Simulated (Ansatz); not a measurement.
**TiSiNH8ClO2: nudged elastic band (part 2 of 2)**

The same run, continued: TiSiNH8ClO2; RKS PBE/def2-SVP (Ansatz 0.2.0). It belongs to a series of runs on one base structure; here: band between the two ends.

Geometry of the input (Å):
```
Ti -0.0540  -0.3057  -0.0248
N  0.0328  -0.0039  1.8232
H  -0.7855  0.1090  2.4335
H  0.8859  -0.0679  2.3897
O  1.5916  -0.7704  -0.5516
Si 2.9319  -0.8821  -1.5678
H  2.7136  -1.9761  -2.5751
H  3.1498  0.4268  -2.2792
H  4.1404  -1.2051  -0.7330
O  -0.5718  1.1976  -0.8592
H  -0.8546  2.0509  -0.4871
Cl -1.5799  -1.8940  -0.4142
H  -0.3603  -3.0324  3.4347
H  -0.3351  -2.4775  2.9001
```

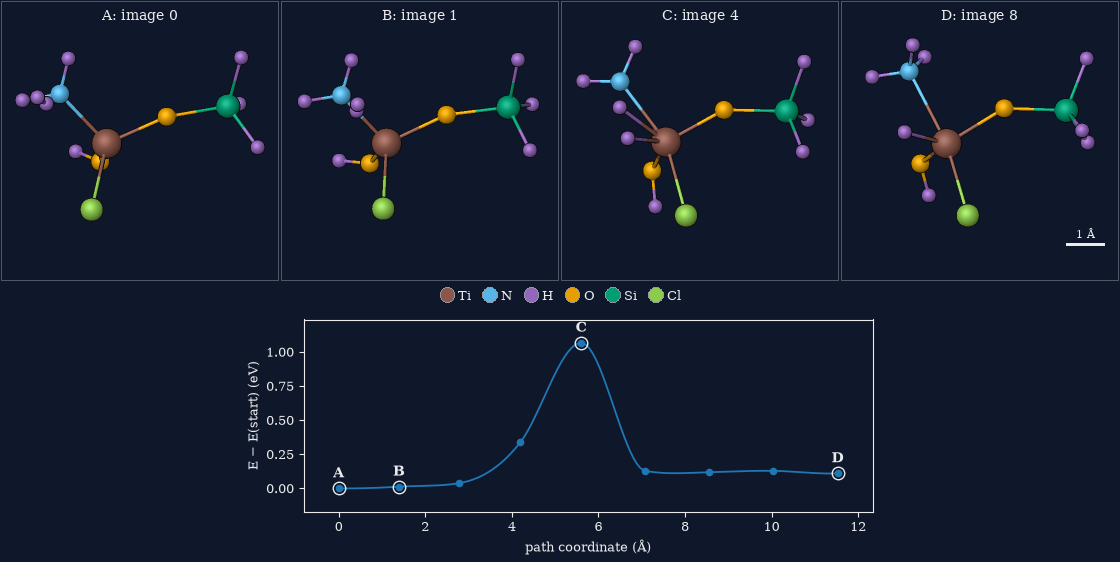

**Figure 1.** Images of the last band (counted from 0; ball-and-stick, seen at a tilt) above the energy along the path; the line is a cubic interpolation that uses the forces. The highest image is number 4, 1.067 eV above the start and 0.957 eV above the end (the climbing image); the end lies 0.110 eV above the start. A further maximum stands at image 7, 0.128 eV from the start, so the path isn't one elementary step. The path is 11.52 Å long. The band converged in 36 iterations.

```
Total energy: -49199.91689746 eV, -1808.0635970804 hartree
Atom 0 at    -0.019779    -0.504788     0.363204 Å, force    -0.005610    -0.004613    -0.004083 eV/Å
Atom 1 at     0.241490    -0.113449     2.349423 Å, force     0.007166     0.002808    -0.024293 eV/Å
Atom 2 at    -0.437887     0.290300     3.001514 Å, force     0.003517    -0.000848     0.006362 eV/Å
Atom 3 at     1.188904    -0.111198     2.743230 Å, force    -0.002008    -0.003707     0.010637 eV/Å
Atom 4 at     1.688797    -0.773176    -0.075773 Å, force    -0.004251    -0.016839     0.007458 eV/Å
Atom 5 at     2.862198    -1.124254    -1.239747 Å, force     0.007937     0.005257    -0.006457 eV/Å
Atom 6 at     2.337664    -2.179935    -2.170205 Å, force     0.002382     0.000199     0.000086 eV/Å
Atom 7 at     3.205111     0.121111    -2.008490 Å, force    -0.003966     0.001506    -0.000811 eV/Å
Atom 8 at     4.089397    -1.624369    -0.530305 Å, force     0.000857     0.003516    -0.000461 eV/Å
Atom 9 at    -0.701359     1.067832    -0.173570 Å, force     0.006439     0.031262     0.017651 eV/Å
Atom 10 at    -1.305586     1.102577    -0.939603 Å, force    -0.001154    -0.023893    -0.007394 eV/Å
Atom 11 at    -1.091889    -1.707518    -1.264252 Å, force    -0.000676    -0.002429    -0.001210 eV/Å
Atom 12 at    -0.808999    -1.922125     1.384287 Å, force    -0.000143     0.001042    -0.000342 eV/Å
Atom 13 at    -0.343365    -1.351808     2.049588 Å, force    -0.010490     0.006738     0.002857 eV/Å
Dipole moment:     0.210844     0.246740     0.455423 e Å
this run last wrote the band of iteration 36 to [file]
```

### The last band as extended XYZ (Å, eV, eV/Å)
```
14
Properties=species:S:1:pos:R:3:forces:R:3 image=0 energy=-49200.98366
Ti   -0.0540   -0.3057   -0.0248   -0.0019   0.0071  -0.0221
N     0.0328   -0.0039    1.8232   -0.0043  -0.0041   0.0122
H    -0.7855    0.1090    2.4335    0.0026   0.0015  -0.0017
H     0.8859   -0.0679    2.3897    0.0010  -0.0003  -0.0048
O     1.5916   -0.7704   -0.5516    0.0226  -0.0004  -0.0165
Si    2.9319   -0.8821   -1.5678   -0.0168   0.0034   0.0133
H     2.7136   -1.9761   -2.5751   -0.0001   0.0074   0.0007
H     3.1498    0.4268   -2.2792   -0.0021  -0.0193   0.0110
H     4.1404   -1.2051   -0.7330   -0.0070   0.0094  -0.0052
O    -0.5718    1.1976   -0.8592    0.0005  -0.0027   0.0171
H    -0.8546    2.0509   -0.4871    0.0024  -0.0027  -0.0085
Cl   -1.5799   -1.8940   -0.4142    0.0041   0.0008   0.0039
H    -0.3603   -3.0324    3.4347   -0.0014   0.0213  -0.0203
H    -0.3351   -2.4775    2.9001    0.0003  -0.0213   0.0210
14
Properties=species:S:1:pos:R:3:forces:R:3 image=1 energy=-49200.97117
Ti   -0.0793   -0.0950   -0.0065    0.0038  -0.0007  -0.0010
N    -0.0099    0.1088    1.8560   -0.0013   0.0009  -0.0024
H    -0.8222    0.1865    2.4790   -0.0057  -0.0092  -0.0022
H     0.8499    0.0312    2.4109   -0.0002   0.0054  -0.0029
O     1.5960   -0.3885   -0.5550   -0.0063  -0.0071   0.0033
Si    2.9030   -0.9974   -1.4245    0.0038   0.0022  -0.0051
H     2.4763   -2.2151   -2.1954    0.0032   0.0003  -0.0020
H     3.4166    0.0489   -2.3739   -0.0018   0.0026  -0.0002
H     3.9940   -1.3679   -0.4581    0.0010   0.0022  -0.0022
O    -0.7736    1.3689   -0.7766    0.0021  -0.0020  -0.0085
H    -1.2939    2.1066   -0.4153    0.0064   0.0096   0.0093
Cl   -1.4105   -1.8326   -0.4686   -0.0036  -0.0016   0.0000
H     0.0998   -3.2092    2.9161   -0.0028  -0.0007   0.0094
H    -0.0413   -2.5759    2.5013    0.0014  -0.0019   0.0045
14
Properties=species:S:1:pos:R:3:forces:R:3 image=2 energy=-49200.94500
Ti    0.0155   -0.0086    0.1566   -0.0191  -0.0002  -0.0147
N     0.1422    0.0899    2.0251   -0.0094  -0.0013   0.0163
H    -0.4847    0.6294    2.6330   -0.0007  -0.0066  -0.0154
H     0.9006   -0.3256    2.5781   -0.0096  -0.0155  -0.0160
O     1.6699   -0.2235   -0.5048   -0.0128   0.0392  -0.0018
Si    2.9063   -0.9383   -1.3902    0.0259  -0.0121  -0.0222
H     2.3708   -2.1492   -2.1036    0.0163  -0.0012  -0.0055
H     3.4519    0.0403   -2.3916   -0.0036   0.0132  -0.0156
H     4.0160   -1.3486   -0.4607   -0.0103  -0.0025   0.0085
O    -0.8768    1.4349   -0.4065    0.0060   0.0145  -0.0054
H    -1.7346    1.4887   -0.8635    0.0159   0.0323  -0.0221
Cl   -1.1957   -1.7722   -0.4986   -0.0058   0.0053   0.0241
H    -0.0275   -3.2344    2.4357   -0.0045  -0.0298   0.0545
H    -0.2491   -2.5137    2.2802    0.0118  -0.0353   0.0155
14
Properties=species:S:1:pos:R:3:forces:R:3 image=3 energy=-49200.64672
Ti    0.0351   -0.2327    0.3357    0.0282   0.0927  -0.0133
N     0.2119    0.0382    2.1990   -0.0170   0.0544  -0.0619
H    -0.5000    0.3873    2.8507   -0.0255   0.0582  -0.0647
H     1.0852   -0.1553    2.7041   -0.0414  -0.0377  -0.0105
O     1.7086   -0.4677   -0.2375    0.0133   0.0687  -0.0483
Si    2.8930   -0.9207   -1.3456    0.0093   0.0179  -0.0036
H     2.3724   -2.0296   -2.2167    0.0012   0.0024   0.0017
H     3.2495    0.2698   -2.1891    0.0551  -0.0056  -0.0338
H     4.0981   -1.3946   -0.5827    0.0207   0.0132  -0.0252
O    -0.8373    1.2112   -0.2579    0.0023   0.1327  -0.0329
H    -1.4020    1.1749   -1.0516    0.0302   0.0564  -0.0565
Cl   -1.1524   -1.8334   -0.7545   -0.0354   0.0096   0.1551
H    -0.5439   -2.7368    1.8008   -0.0023  -0.2222   0.1423
H    -0.3136   -2.1413    2.2345   -0.0387  -0.2405   0.0516
14
Properties=species:S:1:pos:R:3:forces:R:3 image=4 energy=-49199.91681
Ti   -0.0198   -0.5048    0.3632   -0.0056  -0.0046  -0.0041
N     0.2415   -0.1134    2.3494    0.0072   0.0028  -0.0243
H    -0.4379    0.2903    3.0015    0.0035  -0.0008   0.0064
H     1.1889   -0.1112    2.7432   -0.0020  -0.0037   0.0106
O     1.6888   -0.7732   -0.0758   -0.0043  -0.0168   0.0075
Si    2.8622   -1.1243   -1.2397    0.0079   0.0053  -0.0065
H     2.3377   -2.1799   -2.1702    0.0024   0.0002   0.0001
H     3.2051    0.1211   -2.0085   -0.0040   0.0015  -0.0008
H     4.0894   -1.6244   -0.5303    0.0009   0.0035  -0.0005
O    -0.7014    1.0678   -0.1736    0.0064   0.0313   0.0177
H    -1.3056    1.1026   -0.9396   -0.0012  -0.0239  -0.0074
Cl   -1.0919   -1.7075   -1.2643   -0.0007  -0.0024  -0.0012
H    -0.8090   -1.9221    1.3843   -0.0001   0.0010  -0.0003
H    -0.3434   -1.3518    2.0496   -0.0105   0.0067   0.0029
14
Properties=species:S:1:pos:R:3:forces:R:3 image=5 energy=-49200.85558
Ti   -0.1845   -0.7466    0.1723   -0.0033  -0.0137  -0.0123
N     0.2901   -0.2896    2.3296    0.0103  -0.0124  -0.0082
H    -0.4587    0.2861    2.7372   -0.0058   0.0007  -0.0152
H     1.1821    0.2130    2.4384   -0.0061   0.0200  -0.0209
O     1.6077   -0.9239   -0.0864    0.0001  -0.0132  -0.0110
Si    2.8204   -1.1420   -1.2290   -0.0148  -0.0062   0.0181
H     2.4278   -2.2106   -2.2111    0.0078  -0.0035  -0.0033
H     3.0829    0.1444   -1.9692   -0.0056  -0.0027   0.0065
H     4.0864   -1.5518   -0.5249    0.0022   0.0044   0.0038
O    -0.9477    0.8958    0.1678   -0.0130  -0.0091   0.0193
H    -1.3171    1.2835   -0.6467    0.0057   0.0158   0.0179
Cl   -1.0447   -1.6794   -1.6670    0.0038   0.0053  -0.0313
H    -0.9821   -1.9460    1.1129   -0.0153   0.0005  -0.0189
H     0.3422   -1.1636    2.8655    0.0340   0.0141   0.0556
14
Properties=species:S:1:pos:R:3:forces:R:3 image=6 energy=-49200.86527
Ti   -0.2097   -0.7199    0.1486    0.0031  -0.0019   0.0020
N     0.2962   -0.4194    2.3291   -0.0002  -0.0043   0.0010
H    -0.4540    0.1310    2.7676   -0.0075  -0.0036   0.0018
H     1.1741    0.1110    2.4188   -0.0017   0.0122   0.0001
O     1.5708   -0.9899   -0.1048   -0.0053   0.0027  -0.0031
Si    2.7964   -1.1525   -1.2410    0.0019  -0.0103   0.0060
H     2.8952   -2.5793   -1.7058   -0.0041   0.0007  -0.0036
H     2.5466   -0.2546   -2.4236    0.0060   0.0010   0.0031
H     4.1046   -0.7609   -0.6046   -0.0012   0.0013  -0.0026
O    -0.8655    0.9617    0.3032   -0.0032   0.0083  -0.0018
H    -1.1639    1.4832   -0.4640    0.0014  -0.0018   0.0006
Cl   -1.0960   -1.4156   -1.7844   -0.0005  -0.0002   0.0023
H    -1.0866   -1.9303    0.9943    0.0004  -0.0003  -0.0021
H     0.3965   -1.2954    2.8559    0.0108  -0.0038  -0.0036
14
Properties=species:S:1:pos:R:3:forces:R:3 image=7 energy=-49200.85518
Ti   -0.1974   -0.7944    0.1765    0.0060  -0.0025   0.0010
N     0.3251   -0.3444    2.3412   -0.0040   0.0017  -0.0027
H     0.0896    0.6443    2.5045    0.0036   0.0020   0.0006
H     1.3339   -0.4719    2.4952    0.0004  -0.0029   0.0017
O     1.5952   -0.8980   -0.1070   -0.0056   0.0029  -0.0004
Si    2.7980   -1.0698   -1.2676    0.0007  -0.0038  -0.0012
H     2.6589   -2.3836   -1.9851   -0.0008   0.0003  -0.0004
H     2.7324    0.0564   -2.2650    0.0008   0.0010   0.0011
H     4.1378   -1.0249   -0.5812   -0.0002   0.0025  -0.0008
O    -1.0181    0.8219    0.2955   -0.0003  -0.0014   0.0012
H    -1.4135    1.2484   -0.4867    0.0009   0.0010   0.0002
Cl   -1.0460   -1.6190   -1.7204    0.0003  -0.0014  -0.0011
H    -0.9090   -2.0802    1.0627    0.0000  -0.0006  -0.0001
H    -0.1822   -0.9155    3.0269   -0.0017   0.0010   0.0009
14
Properties=species:S:1:pos:R:3:forces:R:3 image=8 energy=-49200.87365
Ti   -0.1968   -0.8611    0.2097    0.0211   0.0013   0.0037
N     0.3851   -0.3817    2.3330   -0.0080  -0.0121  -0.0031
H     0.9357    0.4884    2.3621   -0.0056  -0.0073   0.0046
H     0.9431   -1.1297    2.7641   -0.0071   0.0156   0.0002
O     1.5847   -0.8652   -0.1522   -0.0125   0.0035   0.0002
Si    2.7745   -0.9216   -1.3354   -0.0034  -0.0065   0.0056
H     2.7375   -2.2386   -2.0606    0.0026   0.0053   0.0032
H     2.5882    0.1995   -2.3240    0.0033  -0.0003   0.0017
H     4.1199   -0.7603   -0.6768   -0.0078  -0.0007  -0.0068
O    -1.1042    0.7016    0.3455   -0.0085   0.0055  -0.0243
H    -1.5288    1.1255   -0.4229    0.0066  -0.0051   0.0166
Cl   -1.0805   -1.7872   -1.6252   -0.0011   0.0036   0.0007
H    -0.7973   -2.1571    1.1636    0.0013  -0.0008   0.0033
H    -0.4562   -0.2434    2.9083    0.0189  -0.0021  -0.0056
```
